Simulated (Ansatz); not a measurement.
# One shape, several levels: C2H6Si (SMILES C[Si]C)

Wanted: a comparison of 6 runs (BHLYP/6-311+G**, CAM-B3LYP/6-311+G**, HSE06/6-311+G**, wB97M-V/6-311+G**, wB97X/6-311+G**, RPA@PBE0/6-311+G**) of C2H6Si. 

Program for the calculation: Ansatz 0.2.0.

34 further runs of the same task are left out: 34 set aside as unsound or not needed.

## 1. The structure to begin with

The species is C2H6Si (9 atoms), meant as a singlet with charge 0. SMILES: `C[Si]C`. The C3–H9 distance was set to 1.432 Å, away from the relaxed value.

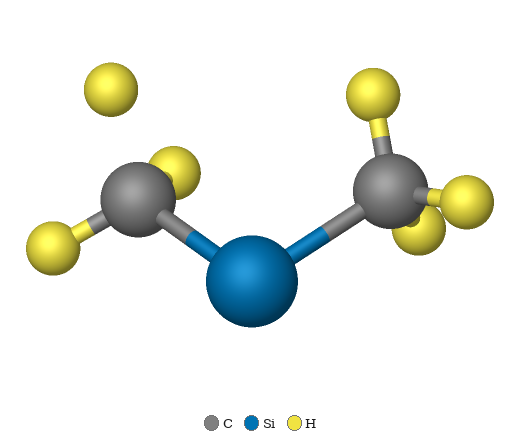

The structure, seen from a chosen angle (carbon grey, silicon blue, hydrogen yellow).

## 2. The energy at BHLYP/6-311+G(d,p) (run 1)

The input, run.yaml:

```yaml
crystal:
  periodic: [false, false, false]
  atoms:
    - {symbol: C, position_ang: [-0.655451, 0.845610, -1.033597]}
    - {symbol: Si, position_ang: [0.768749, -0.401390, -1.141097]}
    - {symbol: C, position_ang: [0.473849, -1.271090, 0.517703]}
    - {symbol: H, position_ang: [-1.558751, 0.278710, -1.310497]}
    - {symbol: H, position_ang: [-0.567751, 1.673310, -1.739297]}
    - {symbol: H, position_ang: [-0.831551, 1.235010, -0.025697]}
    - {symbol: H, position_ang: [-0.583651, -1.394690, 0.772703]}
    - {symbol: H, position_ang: [0.989849, -2.228290, 0.609003]}
    - {symbol: H, position_ang: [1.028800, -0.397000, 1.507100]}
basis:
  gaussian: {orbitals: 6-311+G_st__st_-spherical.json}
hamiltonian: {xc: {name: BHLYP}}
accuracy: high
output: {orbitals: {seedname: orbitals}}
```

The basis set 6-311+G** is read from a file made from the Basis Set Exchange's data (not shown).

On the command line:

```bash
$ ansatz run run.yaml --threads 1 --pin off --max-ram 3480MiB --events-out events.jsonl --progress --plain --runs-dir runs
```

Standard output:

```text
Warning: RAYON_NUM_THREADS=1 ignored (pool sized by the plan → 1); use --threads N
Functional definition: BHLYP
  name "BHLYP"
  parameter a = 0.5
  exchange = (1 - a)*b88_x + a*exact_x
  correlation = lyp_c
2155 factors; integrals over basis functions are off by at most 5.1e-9 eV
mean field evaluation 1: about -10038.3921 eV, gradient 5.8e1 eV
mean field evaluation 2: about -10038.9963 eV, gradient 5.3e1 eV
mean field evaluation 4: about -10046.4843 eV, gradient 1.2e0 eV
mean field evaluation 8: about -10046.4851 eV, gradient 8.5e-3 eV
mean field evaluation 16: about -10046.4851 eV, gradient 1.7e-6 eV
mean field -10046.48512761 eV, -369.2015186874 hartree, gradient 8.5e-8 eV, S^2 0.000000; 0 other end points of the search recorded, 0 dependent functions left out
reference -10046.48515703 eV, -369.2015197686 hartree; 16, 16 occupied and 94, 94 virtual orbitals, 2155 factors
Total energy: -10046.48515703 eV, -369.2015197686 hartree
```

It took 7.2 s on 1 thread of Arm Neoverse V2, shared host; peak memory 0.34 GiB.

## 3. A single-point energy at CAM-B3LYP/6-311+G(d,p) (run 2)

The input, input.yaml:

```yaml
crystal:
  periodic: [false, false, false]
  atoms:
    - symbol: C
      position_ang: [-0.655451, 0.845610, -1.033597]
    - symbol: Si
      position_ang: [0.768749, -0.401390, -1.141097]
    - symbol: C
      position_ang: [0.473849, -1.271090, 0.517703]
    - symbol: H
      position_ang: [-1.558751, 0.278710, -1.310497]
    - symbol: H
      position_ang: [-0.567751, 1.673310, -1.739297]
    - symbol: H
      position_ang: [-0.831551, 1.235010, -0.025697]
    - symbol: H
      position_ang: [-0.583651, -1.394690, 0.772703]
    - symbol: H
      position_ang: [0.989849, -2.228290, 0.609003]
    - symbol: H
      position_ang: [1.028800, -0.397000, 1.507100]
basis:
  gaussian:
    orbitals: 6-311+G_st__st_-spherical.json
hamiltonian:
  xc: {name: CAM-B3LYP}
accuracy: high
output: {orbitals: {seedname: orbitals}}
```

The basis set 6-311+G** is read from a file made from the Basis Set Exchange's data (not shown).

On the command line:

```bash
$ ansatz run input.yaml --threads 1 --pin off --max-ram 3480MiB --events-out events.jsonl --progress --plain --runs-dir runs
```

Standard output:

```text
Warning: RAYON_NUM_THREADS=1 ignored (pool sized by the plan → 1); use --threads N
Functional definition: CAM-B3LYP
  name "CAM-B3LYP"
  parameter alpha = 0.19
  parameter beta = 0.46
  parameter omega = 0.33/bohr
  parameter ac = 0.81
  exchange = (1 - alpha - beta)*b88_x + beta*b88_x_sr(omega) + alpha*exact_x + beta*exact_x_lr(omega)
  correlation = (1 - ac)*vwn5_c + ac*lyp_c
2155 factors; integrals over basis functions are off by at most 5.1e-9 eV
514 factors; integrals over basis functions are off by at most 2.4e-9 eV
mean field evaluation 1: about -10037.8176 eV, gradient 6.2e1 eV
mean field evaluation 2: about -10037.5504 eV, gradient 6.0e1 eV
mean field evaluation 4: about -10046.8009 eV, gradient 1.2e0 eV
mean field evaluation 8: about -10046.8016 eV, gradient 9.6e-3 eV
mean field evaluation 16: about -10046.8016 eV, gradient 6.2e-6 eV
mean field -10046.80160673 eV, -369.2131490805 hartree, gradient 5.6e-9 eV, S^2 0.000000; 0 other end points of the search recorded, 0 dependent functions left out
reference -10046.80162764 eV, -369.2131498492 hartree; 16, 16 occupied and 94, 94 virtual orbitals, 2155 factors
Total energy: -10046.80162764 eV, -369.2131498492 hartree
```

Run time: 7.8 s. Hardware: 1 thread of Arm Neoverse V2, shared host; peak memory 0.39 GiB.

Runs 3 to 5 aren't shown in full; the table further down has their settings and results.

## 4. A single-point energy at RPA@PBE0/6-311+G(d,p) (run 6)

The input, molecule.yaml:

```yaml
basis:
  gaussian: {orbitals: 6-311+G_st__st_-spherical.json}
crystal:
  periodic: [false, false, false]
  atoms:
    - {symbol: C, position_ang: [-0.655451, 0.845610, -1.033597]}
    - {symbol: Si, position_ang: [0.768749, -0.401390, -1.141097]}
    - {symbol: C, position_ang: [0.473849, -1.271090, 0.517703]}
    - {symbol: H, position_ang: [-1.558751, 0.278710, -1.310497]}
    - {symbol: H, position_ang: [-0.567751, 1.673310, -1.739297]}
    - {symbol: H, position_ang: [-0.831551, 1.235010, -0.025697]}
    - {symbol: H, position_ang: [-0.583651, -1.394690, 0.772703]}
    - {symbol: H, position_ang: [0.989849, -2.228290, 0.609003]}
    - {symbol: H, position_ang: [1.028800, -0.397000, 1.507100]}
accuracy: high
hamiltonian: {xc: pbe0}
correlation: {method: rpa, frozen_orbitals: {C: 1, H: 0, Si: 5}}
```

The basis set 6-311+G** is read from a file made from the Basis Set Exchange's data (not shown).

On the command line:

```bash
$ ansatz run molecule.yaml --threads 1 --pin off --max-ram 3480MiB --events-out events.jsonl --progress --plain --runs-dir runs
```

Standard output, shortened:

```text
Warning: RAYON_NUM_THREADS=1 ignored (pool sized by the plan → 1); use --threads N
Functional definition: PBE0
  name "PBE0"
[...]
2155 factors; integrals over basis functions are off by at most 5.1e-9 eV
[...]
mean field -10041.88931263 eV, -369.0326256020 hartree, gradient 3.1e-8 eV, S^2 0.000000; 0 other end points of the search recorded, 0 dependent functions left out
7 core orbitals not correlated: weight in the atoms' cores, before any rotation towards them, 1.000 or more for the frozen orbitals, at most 0.000 for the correlated occupied ones
reference -10015.99293635 eV, -368.0809513269 hartree; 9, 9 occupied and 94, 94 virtual orbitals, 2155 factors
Total energy: -10033.33927521 eV, -368.7184175225 hartree
```

Wall time 13 s (1 thread of Arm Neoverse V2, shared host); peak memory 0.52 GiB.

## 5. All runs side by side

| run | level | frozen core orbitals | energy (Eh) | HOMO energy (eV) | LUMO energy (eV) | HOMO–LUMO gap (eV) | wall time |
| --- | --- | --- | --- | --- | --- | --- | --- |
| 1 | BHLYP/6-311+G** | – | -369.201520 | -6.97 | -1.26 | 5.71 | 7.2 s |
| 2 | CAM-B3LYP/6-311+G** | – | -369.213150 | -7.31 | -1.11 | 6.20 | 7.8 s |
| 3 | HSE06/6-311+G** | – | -369.020885 | -5.64 | -2.57 | 3.06 | 7.2 s |
| 4 | wB97M-V/6-311+G** | – | -369.184673 | -8.12 | -0.31 | 7.82 | 61 s |
| 5 | wB97X/6-311+G** | – | -369.228525 | -8.28 | -0.12 | 8.15 | 24 s |
| 6 | RPA@PBE0/6-311+G** | 7 | -368.718418 | – | – | – | 13 s |

## 6. Results

| quantity | value |
| --- | --- |
| run 6: total energy | -368.71842 Eh |
| run 6: RPA correlation energy (valence) | -637.5 mEh |

What this shows: Over runs 1, 2, 3, 4, 5 the HOMO–LUMO gap runs from 3.06 eV (HSE06/6-311+G**) to 8.15 eV (wB97X/6-311+G**). Totals of different functionals can't be ranked against each other. All runs together took 2 min, the longest 61 s.
